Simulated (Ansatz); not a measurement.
# How well the gap of Cs2HgSe2 (Pbam) can be computed

Wanted: the gap of Cs2HgSe2 (Pbam) by functionals, hybrids and G0W0, carried to the basis limit, with what remains uncertain.

Calculated with Ansatz 0.2.0; density functionals, hybrids, G0W0, plane waves, PAW.

## 1. The starting structure

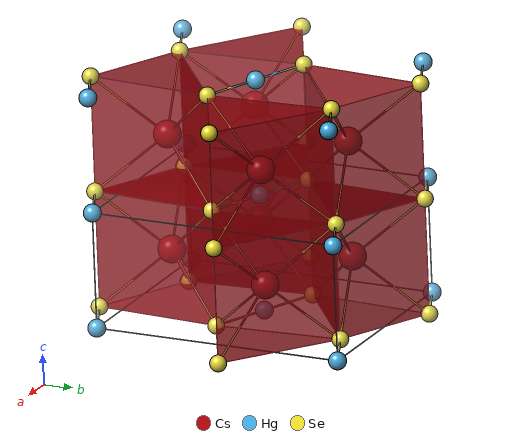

The starting structure, seen slightly off an axis (caesium red, mercury blue, selenium yellow). 1×1×2 cells are drawn. Some periodic images of atoms are drawn too.

The cell and positions come from the Crystallography Open Database and are kept as given unless a step says otherwise. Spin-orbit coupling is left out unless a step names it.

## 2. PBE bands

The cheap functional maps the bands first; the places of the edges decide which points the dearer methods must see.

This step: DFT, PBE, plane waves, PAW; PAW set soft_1.

File input.yaml:

```yaml
crystal:
  lattice:
    - [8.1849, 0.0, 0.0]
    - [0.0, 10.3302, 0.0]
    - [0.0, 0.0, 4.7112]
  atoms:
    - { symbol: Cs, position: [0.39222, 0.83311, 0.5] }
    - { symbol: Cs, position: [0.60778, 0.16689, 0.5] }
    - { symbol: Cs, position: [0.89222, 0.66689, 0.5] }
    - { symbol: Cs, position: [0.10778, 0.33311, 0.5] }
    - { symbol: Hg, position: [0.5, 0.5, 0.0] }
    - { symbol: Hg, position: [0.0, 0.0, 0.0] }
    - { symbol: Se, position: [0.23025, 0.59445, 0.0] }
    - { symbol: Se, position: [0.76975, 0.40555, 0.0] }
    - { symbol: Se, position: [0.73025, 0.90555, 0.0] }
    - { symbol: Se, position: [0.26975, 0.09445, 0.0] }
kpoints:
  mp_grid: { grid: [4, 2, 6] }
  band_path:
    path:
      - [[0.0, 0.0, 0.0], [0.5, 0.0, 0.0], [0.5, 0.5, 0.0], [0.0, 0.5, 0.0], [0.0, 0.0, 0.0], [0.0, 0.0, 0.5], [0.5, 0.0, 0.5], [0.5, 0.5, 0.5], [0.0, 0.5, 0.5], [0.0, 0.0, 0.5]]
      - [[0.5, 0.0, 0.0], [0.5, 0.0, 0.5]]
      - [[0.0, 0.5, 0.0], [0.0, 0.5, 0.5]]
      - [[0.5, 0.5, 0.0], [0.5, 0.5, 0.5]]
    npoints: 10
hamiltonian:
  xc: pbe
  pseudopotentials: { kind: paw, azcp: { folder: soft_1 } }
scf:
  occupations: { method: fermi_dirac, width: 0.02 }
  n_extra_bands: 7
output:
  eigenvalues: true
  forces: true
  stress: true
  write_density: true
  write_potential: true
  elf: true
  volumetric_format: npy
```

Started as:

```
$ ansatz run input.yaml --threads 2 --pin off --max-ram 92160MiB --backend cuda --events-out ev --progress --plain --runs-dir out --devices 1 --max-vram 13GiB
```

Numbers of over 12 decimals in the logs are rounded to 6 here.

Output:

```text
scf.n_extra_bands = 7 over 70 filled bands (N_el = 140.0): the run solves 77 bands
GPUs: using 1 of 1 available (devices: 1).
Engine: ansatz 0.2.0, x86_64-unknown-linux-gnu
Pseudopotentials: kind: paw
Pseudopotential: Cs, paw, valence charge 9, recommended cutoff 420 eV (normal), soft_1/Cs.paw.azcp
Pseudopotential: Hg, paw, valence charge 20, recommended cutoff 420 eV (normal), soft_1/Hg.paw.azcp
Pseudopotential: Se, paw, valence charge 16, recommended cutoff 420 eV (normal), soft_1/Se.paw.azcp
Functional definition: PBE
  parameter kappa = 0.804
  parameter beta = 0.066725
  exchange = pbe_x(kappa = kappa, mu = beta*pi^2/3)
  correlation = pbe_c(beta = beta)
device memory: the entry about to start is reckoned to put 4.6 GiB on a device that reports 50.0 GiB free (of which the cap on the GPU budget leaves the run 13.0 GiB)
GPU FFT provider: cuFFT
GPU libraries: cuBLAS 13.8.2, cuFFT 12.4.0, cuSOLVER 12.3.4
Crystal: 10 atoms, lattice volume = 398.340 Å³
Basis set: ecut = 420 eV, 7743 PW (Γ), exchange–correlation on 120×144×64 points (8 copies of the dense FFT grid, shifted against one another)
Bands: 77, of which v1, the nominal top of the filled ones, is band 70 counted from 1 (69 counted from 0)
Symmetry: 8 space group operations
Space group: Pbam (ITA 55), of the structure as read, at distance tolerance 7.4e-5 Å
k-points: 24 of 48
Non-local potential: Cs, projectors of the file, l = 0: 3, l = 1: 2, l = 2: 2, l = 3: 2
Non-local potential: Hg, projectors of the file, l = 0: 3, l = 1: 2, l = 2: 2, l = 3: 1
Non-local potential: Se, projectors of the file, l = 0: 2, l = 1: 2, l = 2: 3, l = 3: 1
PAW form: soft (Blöchl's): semilocal exchange-correlation on the pseudo side does not see the compensation charge
PAW one-centre angular grid: Cs, 194 points (default); XC on 64 Gauss nodes
PAW one-centre angular grid: Hg, 590 points (default); XC on 64 Gauss nodes
PAW one-centre angular grid: Se, 590 points (default); XC on 64 Gauss nodes
Initial density: superposition of atomic densities (chi_scale 0.1, normalization cell, long waves kept (reshape's long-wave potential 0.00 eV rms))
Initial wavefunctions: pseudopotential atomic-orbital guess
GPU buffer pool allocated for 138240 grid points (all kernels)
GPU transforms: local potential and band sums: pruned to the plane-wave sphere, on 60×72×32
Functional: x = pbe(κ = 0.804, μ = 0.219515), c = pbe(β = 0.066725)
SCF iter   1: F=—  HF=-72205.751318 eV  |F-HF|=—  |Δ(HF+E_count)|=         —  Δρ=4.04e-2  dr2=1.64e1  ethr=3.10e-3  ⟨swp⟩=7.3  Hψ=7284  notcnv=0
preconditioner: auto → Resta (q_TF=auto, 2.292 Å⁻¹)  ε∞=4.4  [insulator: Δε(μ)=1.865 eV  Ē_g=8.734 eV  σ=0.020 eV  W_gap=1.00  n_scr=76 (ndim 8)  ℏωp=16.2 eV  f_vac=0.021  D(μ)=0.00/eV (n_scr^D=0)  ε∞_Penn≈4.4]
SCF iter   2: F=—  HF=-72201.331733 eV  |F-HF|=—  |Δ(HF+E_count)|=    4.42e0  Δρ=1.78e-2  dr2=3.25e0  ethr=3.10e-3  ⟨swp⟩=3.7  Hψ=3675  notcnv=0  defer=56
SCF iter   3: F=—  HF=-72200.064375 eV  |F-HF|=—  |Δ(HF+E_count)|=    1.27e0  Δρ=5.82e-3  dr2=3.72e-1  ethr=2.32e-3  ⟨swp⟩=4.2  Hψ=3884  notcnv=0  defer=56
SCF iter   4: F=—  HF=-72199.935682 eV  |F-HF|=—  |Δ(HF+E_count)|=   1.29e-1  Δρ=2.23e-3  dr2=4.63e-2  ethr=2.66e-4  ⟨swp⟩=3.7  Hψ=3358  notcnv=0  defer=56
SCF iter   5: F=—  HF=-72199.934041 eV  |F-HF|=—  |Δ(HF+E_count)|=   1.64e-3  Δρ=9.93e-4  dr2=6.60e-3  ethr=3.30e-5  ⟨swp⟩=3.2  Hψ=3964  notcnv=0  defer=57
SCF iter   6: F=—  HF=-72199.935966 eV  |F-HF|=—  |Δ(HF+E_count)|=   1.93e-3  Δρ=4.00e-4  dr2=8.94e-4  ethr=4.72e-6  ⟨swp⟩=2.0  Hψ=3390  notcnv=0  defer=57
SCF iter   7: F=—  HF=-72199.937152 eV  |F-HF|=—  |Δ(HF+E_count)|=   1.19e-3  Δρ=1.06e-4  dr2=5.57e-5  ethr=6.39e-7  ⟨swp⟩=2.0  Hψ=3103  notcnv=0  defer=57
SCF iter   8: F=—  HF=-72199.937621 eV  |F-HF|=—  |Δ(HF+E_count)|=   4.70e-4  Δρ=2.40e-5  dr2=4.53e-6  ethr=3.98e-8  ⟨swp⟩=2.0  Hψ=2702  notcnv=0  defer=57
SCF iter   9: F=—  HF=-72199.937627 eV  |F-HF|=—  |Δ(HF+E_count)|=   5.45e-6  Δρ=9.60e-6  dr2=4.27e-7  ethr=3.23e-9  ⟨swp⟩=2.0  Hψ=2646  notcnv=0  defer=57
SCF iter  10: F=-72199.937627 eV  HF=-72199.937627 eV  |F-HF|=1.81e-8  |Δ(HF+E_count)|=   3.55e-7  Δρ=1.66e-6  dr2=1.83e-8  ethr=7.14e-11  ⟨swp⟩=19.2  Hψ=19662  notcnv=0
SCF 1 converged in 10 iterations: F = -72199.937627 eV  dr2 = 1.83e-8
  Residual-converged pass: ⟨swp⟩=1.0  Hψ=1944  notcnv=0  max |occ|·‖R‖ = 7.1e-9 eV (tolerance 1.0e-8 eV)  dr2=1.83e-8  dr2_onsite=1.65e-9  max |Δocc| = 0.0e0
[...]
device memory: the entry about to start is reckoned to put 4.6 GiB on a device that reports 50.6 GiB free (of which the cap on the GPU budget leaves the run 13.0 GiB)
NSCF: frozen V_eff on 124 k-points
SCF converged after 10 iterations
Free energy (F): -72199.937627 eV
Harris-Foulkes:  -72199.937627 eV  (|F-HF|=1.81e-8)
Internal energy: -72199.937627 eV  (E = F + TS)
E sigma→0 (E₀):  -72199.937627 eV
Fermi energy:    6.193861 eV
--- Per-component energies (eV) ---
  E_band       = -2932.081453
  E_kinetic    = 2174.518540
  E_local      = -22303.493286  (includes V_loc(G=0)·N_el)
  E_nonlocal   = -1162.170864
  E_hartree    = 10734.158879
  E_xc         = -1484.026050
  E_vxc        = -1417.136597  (∫ρ·V_xc dr)
  E_paw        = -48675.764902  (= ΣΔE_a)
  E_vpaw       = -1692.123048  (= ΣTr[D̂ρ^β])
  E_aug_tail   = -0.000543  (compensation charges beyond the density's cutoff)
  E_ewald      = -11483.159401
  E_smearing   = -0.000000  (= −TS)
  E_closure    = -0.000000  (closes the sum)
  Σ components = -72199.937627   (vs F -72199.937627, Δ=0.00e0)
--- Forces (eV/Å), atoms counted from 1 ---
  atom   1  Cs    -0.00632134    -0.01049989     0.00000000
  atom   2  Cs     0.00632134     0.01049989     0.00000000
  atom   3  Cs    -0.00632134     0.01049989     0.00000000
  atom   4  Cs     0.00632134    -0.01049989     0.00000000
  atom   5  Hg     0.00000000     0.00000000     0.00000000
  atom   6  Hg     0.00000000    -0.00000000     0.00000000
  atom   7  Se    -0.37265154     0.16210098     0.00000000
  atom   8  Se     0.37265154    -0.16210098     0.00000000
  atom   9  Se    -0.37265154    -0.16210098     0.00000000
  atom  10  Se     0.37265154     0.16210098     0.00000000
  max |Σ_I F_I| component: 1.11e-16 eV/Å
--- Stress (GPa, compression-positive) ---
        2.498236       0.000000       0.000000
        0.000000       1.443391       0.000000
        0.000000       0.000000       1.208605
  P = ⅓ Tr σ = 1.7167 GPa (17.167 kbar)
--- Band table (eV; the first three rows and the last of 24) ---
  k-point 0: bands = [... 66 lower, 4.8316, 4.9861, 5.1113, 5.1463, 7.1768, 8.0337, 8.2944, 8.8750, ... 3 higher]
  k-point 1: bands = [... 66 lower, 4.6738, 4.8390, 4.9758, 4.9879, 7.4041, 8.1162, 8.1420, 8.9622, ... 3 higher]
  k-point 2: bands = [... 66 lower, 4.5816, 4.7172, 4.7230, 4.7416, 7.7447, 8.0003, 8.1735, 8.5017, ... 3 higher]
  k-point 23: bands = [... 66 lower, 4.4960, 4.4960, 5.0729, 5.0729, 7.5730, 7.5730, 8.3469, 8.3469, ... 3 higher]
```

Elapsed: 20 s, on 1 × NVIDIA H100 80GB HBM3 (shared by 6 runs) with 2 threads of AMD EPYC 7R13 (Zen 3), shared host; peak memory 1.4 GiB.

The column dr2 measures how far the density is from self-consistency, as an energy; F and HF (Harris–Foulkes) agree once it is small.

This step gave:

```
pressure             : 1.717 GPa
filled bands         : 70
gap                  : 1.997 eV
valence top at       : k = (0.400, 0.000, 0.000)
conduction bottom at : Γ
least direct gap     : 2.030 eV
```

The gap is indirect, with the least direct gap 0.03 eV higher.

The electronic bands at the labelled points (eV, zero at the top of the highest nominally filled band):

```
    point  band 67  band 68  band 69  band 70  band 71  band 72  band 73  band 74
        Γ    -0.35    -0.19    -0.07    -0.03     2.00     2.85     3.12     3.70
        X    -0.10    -0.10    -0.01    -0.01     2.58     2.58     3.35     3.35
        S    -0.22    -0.22    -0.03    -0.03     2.94     2.94     2.95     2.95
        Y    -0.52    -0.52    -0.04    -0.04     2.47     2.47     3.45     3.45
        Γ    -0.35    -0.19    -0.07    -0.03     2.00     2.85     3.12     3.70
        Z    -0.71    -0.59    -0.55    -0.31     2.80     2.83     2.85     2.99
        U    -0.60    -0.60    -0.11    -0.11     2.44     2.44     2.68     2.68
        R    -0.68    -0.68    -0.11    -0.11     2.39     2.39     3.17     3.17
        T    -0.59    -0.59    -0.42    -0.42     2.82     2.82     2.94     2.94
        Z    -0.71    -0.59    -0.55    -0.31     2.80     2.83     2.85     2.99
jump to X    -0.10    -0.10    -0.01    -0.01     2.58     2.58     3.35     3.35
        U    -0.60    -0.60    -0.11    -0.11     2.44     2.44     2.68     2.68
jump to Y    -0.52    -0.52    -0.04    -0.04     2.47     2.47     3.45     3.45
        T    -0.59    -0.59    -0.42    -0.42     2.82     2.82     2.94     2.94
jump to S    -0.22    -0.22    -0.03    -0.03     2.94     2.94     2.95     2.95
        R    -0.68    -0.68    -0.11    -0.11     2.39     2.39     3.17     3.17
```

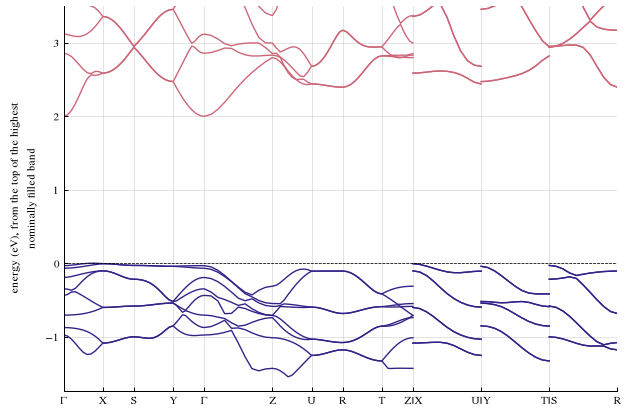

Electronic bands along the path; lines of filled and empty bands in two colours.

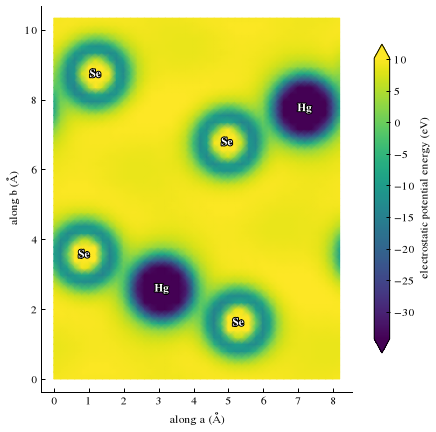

Electrostatic potential energy in the ab plane at fractional z = 0.000, with atoms of Hg and Se within 0.2 Å of it. With pseudopotentials it is smooth inside the atoms' cores, unlike the true potential. The map starts off the cell's origin, so that atoms lie inside it.

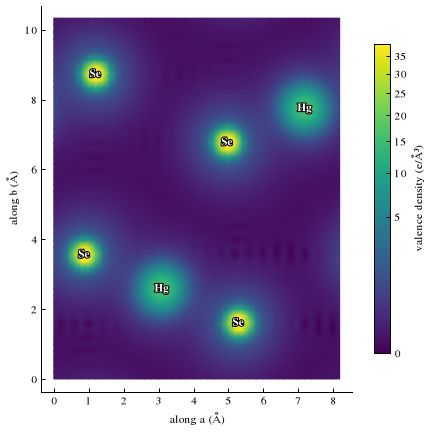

Valence density in the ab plane at fractional z = 0.000, with atoms of Hg and Se within 0.2 Å of it. It is the smooth field of the valence electrons, not physical close to the nuclei. The map starts off the cell's origin, so that atoms lie inside it. The colour scale is stretched toward low values.

## 3. LDA

Another semilocal functional, at almost no cost, to see the spread among them.

This step: DFT, LDA, plane waves, PAW; PAW set soft_1.

input.yaml, the sections that differ from step 2:

```yaml
kpoints:
  mp_grid: { grid: [4, 2, 6] }
  band_path:
    path:
      - [0.0, 0.0, 0.0]
      - [0.5, 0.0, 0.0]
      - [0.5, 0.5, 0.0]
      - [0.0, 0.5, 0.0]
      - [0.0, 0.0, 0.5]
      - [0.5, 0.0, 0.5]
      - [0.5, 0.5, 0.5]
      - [0.0, 0.5, 0.5]
      - [0.4, 0.0, 0.0]
    npoints: 1
hamiltonian:
  xc: lda
  pseudopotentials: { kind: paw, azcp: { folder: soft_1 }, xc_functional: pbe }
scf:
  occupations: { method: fixed }
  n_extra_bands: 7
# crystal, output: as in step 2
```

Output:

```text
[...]
GPUs: using 1 of 1 available (devices: 1).
[...]
GPU FFT provider: cuFFT
GPU libraries: cuBLAS 13.8.2, cuFFT 12.4.0, cuSOLVER 12.3.4
Crystal: 10 atoms, lattice volume = 398.340 Å³
Basis set: ecut = 420 eV, 7743 PW (Γ)
Bands: 77, of which v1, the nominal top of the filled ones, is band 70 counted from 1 (69 counted from 0)
Symmetry: 8 space group operations
[...]
k-point 0: bands = [... 66 lower, 4.5146, 4.6652, 4.7902, 4.8278, 6.6493, 7.5427, 7.8469, 8.3728, ... 3 higher]
  k-point 1: bands = [... 66 lower, 4.3511, 4.5120, 4.6498, 4.6634, 6.9058, 7.6298, 7.6838, 8.4578, ... 3 higher]
  k-point 2: bands = [... 66 lower, 4.2454, 4.3848, 4.3873, 4.4106, 7.2776, 7.5287, 7.6928, 8.0312, ... 3 higher]
  k-point 23: bands = [... 66 lower, 4.1472, 4.1472, 4.7519, 4.7519, 7.0779, 7.0779, 7.8972, 7.8972, ... 3 higher]
[key lines of the parts left out:]
SCF converged after 10 iterations
Free energy (F): -70609.796996 eV
Fermi energy:    4.854823 eV
P = ⅓ Tr σ = -1.0470 GPa (-10.470 kbar)
```

Run time: 16 s. Hardware: 1 × NVIDIA H100 80GB HBM3 (shared by 6 runs) with 2 threads; peak memory 1.3 GiB.

This step gave:

- pressure: -1.047 GPa
- gap: 1.788 eV
- valence top at: k = (0.400, 0.000, 0.000)
- conduction bottom at: Γ
- least direct gap: 1.821 eV

The gap stands −0.21 eV against PBE.

## 4. PBE+SOC

The many-body steps leave out spin-orbit coupling, so its effect is taken from a two-component run, with twice the bands.

This step: DFT, PBE with spin-orbit coupling, plane waves, PAW; PAW set soft_1.

Edit input.yaml of step 3 so:

```diff
@@ -31,7 +31,10 @@
 hamiltonian:
-  xc: lda
-  pseudopotentials: { kind: paw, azcp: { folder: soft_1 }, xc_functional: pbe }
+  xc: pbe
+  pseudopotentials: { kind: paw_fr, azcp: { folder: soft_1 } }
 scf:
   occupations: { method: fixed }
-  n_extra_bands: 7
+  n_extra_bands: 14
+magnetization:
+  noncollinear: true
+  spin_orbit: true
 output:
@@ -40,5 +43 @@
   stress: true
-  write_density: true
-  write_potential: true
-  elf: true
-  volumetric_format: npy
```

Output:

```text
[...]
GPUs: using 1 of 1 available (devices: 1).
[...]
non-collinear run that drives no moment, with spin-orbit: no starting moment large enough to seed its density (crystal.atoms[].spin), no starting occupations that ask for one, no magnetisation constraint and no magnetic field, so the semilocal B_xc is pinned to zero
[...]
k-point 0: bands = [... 136 lower, 5.1508, 5.1508, 5.1994, 5.1994, 7.1893, 7.1893, 7.9722, 7.9722, ... 10 higher]
  k-point 1: bands = [... 136 lower, 4.9930, 4.9930, 5.0566, 5.0566, 7.4151, 7.4151, 8.0249, 8.0249, ... 10 higher]
  k-point 2: bands = [... 136 lower, 4.7844, 4.7844, 4.8178, 4.8178, 7.7433, 7.7433, 7.9230, 7.9230, ... 10 higher]
  k-point 23: bands = [... 136 lower, 5.0881, 5.0881, 5.0881, 5.0881, 7.5224, 7.5224, 7.5224, 7.5224, ... 10 higher]
[key lines of the parts left out:]
SCF converged after 10 iterations
Magnetization: |M| = 0.0000 μB,  M = (+0.0000, +0.0000, +0.0000) μB
Free energy (F): -72299.103119 eV
Fermi energy:    5.268638 eV
P = ⅓ Tr σ = 1.5741 GPa (15.741 kbar)
```

Elapsed: 27 s, on 1 × NVIDIA H100 80GB HBM3 (shared by 6 runs) with 2 threads; peak memory 1.5 GiB.

Numbers from this step:

```
pressure             : 1.574 GPa
gap                  : 1.921 eV
valence top at       : X
conduction bottom at : Γ
least direct gap     : 1.990 eV
```

The gap stands −0.08 eV against PBE.

## 5. r2SCAN

The meta-GGA depends on the orbitals through the kinetic-energy density, which usually opens the gap somewhat.

This step: DFT, r2SCAN, plane waves, PAW; PAW set soft_1.

Edit input.yaml of step 4 so:

```diff
@@ -31,10 +31,7 @@
 hamiltonian:
-  xc: pbe
-  pseudopotentials: { kind: paw_fr, azcp: { folder: soft_1 } }
+  xc: r2scan
+  pseudopotentials: { kind: paw, azcp: { folder: soft_1 } }
 scf:
   occupations: { method: fixed }
-  n_extra_bands: 14
-magnetization:
-  noncollinear: true
-  spin_orbit: true
+  n_extra_bands: 7
 output:
@@ -43 +40,5 @@
   stress: true
+  write_density: true
+  write_potential: true
+  elf: true
+  volumetric_format: npy
```

Output:

```text
[...]
GPUs: using 1 of 1 available (devices: 1).
[...]
GPU FFT provider: cuFFT
GPU libraries: cuBLAS 13.8.2, cuFFT 12.4.0, cuSOLVER 12.3.4
Crystal: 10 atoms, lattice volume = 398.340 Å³
Basis set: ecut = 500 eV, 10101 PW (Γ), exchange–correlation on 240×320×144 points (64 copies of the dense FFT grid, shifted against one another)
[...]
k-point 0: bands = [... 66 lower, 4.5496, 4.7196, 4.8545, 4.8872, 7.2649, 8.0596, 8.3403, 8.9235, ... 3 higher]
  k-point 1: bands = [... 66 lower, 4.3954, 4.5766, 4.7186, 4.7296, 7.4623, 8.1434, 8.1833, 9.0242, ... 3 higher]
  k-point 2: bands = [... 66 lower, 4.3234, 4.4579, 4.4664, 4.4805, 7.7691, 8.0154, 8.2138, 8.5290, ... 3 higher]
  k-point 23: bands = [... 66 lower, 4.2488, 4.2488, 4.8130, 4.8130, 7.5635, 7.5635, 8.4165, 8.4165, ... 3 higher]
[key lines of the parts left out:]
SCF converged after 10 iterations
Free energy (F): -72326.536893 eV
Fermi energy:    4.916671 eV
P = ⅓ Tr σ = 0.9508 GPa (9.508 kbar)
```

Elapsed: 19 s, on 1 × NVIDIA H100 80GB HBM3 (shared by 6 runs) with 2 threads; peak memory 1.9 GiB; 28 s of CPU time.

Numbers from this step:

```yaml
pressure: 0.9508 GPa
gap: 2.343 eV
valence_top_at: k = (0.400, 0.000, 0.000)
conduction_bottom_at: Γ
least_direct_gap: 2.378 eV
```

The gap stands +0.35 eV against PBE.

## 6. HSE06

The screened hybrid is the usual rung above semilocal functionals: a quarter of exact exchange, cut off beyond a few ångström.

This step: DFT, HSE06, plane waves, PAW; PAW set soft_1.

Edit input.yaml of step 5 so:

```diff
@@ -17,3 +17,3 @@
 kpoints:
-  mp_grid: { grid: [4, 2, 6] }
+  mp_grid: { grid: [2, 2, 4] }
   band_path:
@@ -31,3 +31,3 @@
 hamiltonian:
-  xc: r2scan
+  xc: hse06
   pseudopotentials: { kind: paw, azcp: { folder: soft_1 } }
@@ -38,4 +38,2 @@
   eigenvalues: true
-  forces: true
-  stress: true
   write_density: true
```

Output:

```text
[...]
GPUs: using 1 of 1 available (devices: 1).
[...]
davidson cushion auto → on  (no smearing: the cushion is to keep the highest requested band from converging to the state above it; pin scf.eigensolver.cushion to override)
[...]
GPU FFT provider: cuFFT
GPU libraries: cuBLAS 13.8.2, cuFFT 12.4.0, cuSOLVER 12.3.4
Crystal: 10 atoms, lattice volume = 398.340 Å³
Basis set: ecut = 420 eV, 7743 PW (Γ)
[...]
E sigma→0 (E₀):  -72232.609236 eV
Fermi energy:    4.559147 eV
[...]
--- Band table (eV; the first three rows and the last of 12) ---
  k-point 0: bands = [... 66 lower, 4.1905, 4.3491, 4.4942, 4.5264, 7.4476, 8.2459, 8.6789, 9.1534, ... 3 higher]
  k-point 1: bands = [... 66 lower, 3.9600, 4.0582, 4.2066, 4.2173, 7.8724, 8.3454, 8.3711, 9.1670, ... 3 higher]
  k-point 2: bands = [... 66 lower, 3.8184, 3.9308, 3.9646, 4.2222, 8.1616, 8.1909, 8.3935, 8.4152, ... 3 higher]
  k-point 11: bands = [... 66 lower, 3.8303, 3.8303, 4.4488, 4.4488, 7.7476, 7.7476, 8.7527, 8.7527, ... 3 higher]
[key lines of the parts left out:]
Free energy (F): -72232.609236 eV
```

The job ended after 84 s (1 × NVIDIA H100 80GB HBM3 (shared by 6 runs) with 2 threads; peak memory 1.8 GiB).

This step gave:

- gap: 2.883 eV
- valence top at: k = (0.400, 0.000, 0.000)
- conduction bottom at: Γ
- least direct gap: 2.921 eV

The gap stands +0.89 eV against PBE.

(Continued in part 2 of 4.)

[Paths, hosts, dates, memory and timing lines, banners, echoed tables and standing remarks are left out of the program output.]

[Logs are printed without paths, hosts, clocks, repeated set-up lines and the standing remarks that a program may print on its own settings, such as how far it seeks lower states.]

[Runs of the session that timed out or met a known fault of the program may be left out.]

[Cells called generated may have been cut or substituted from an entry of the Crystallography Open Database or the Materials Project.]

[Hosts, paths, dates, database ids (printed as entryN), source tags and the programs' standing remarks are cut or masked in the printed files.]
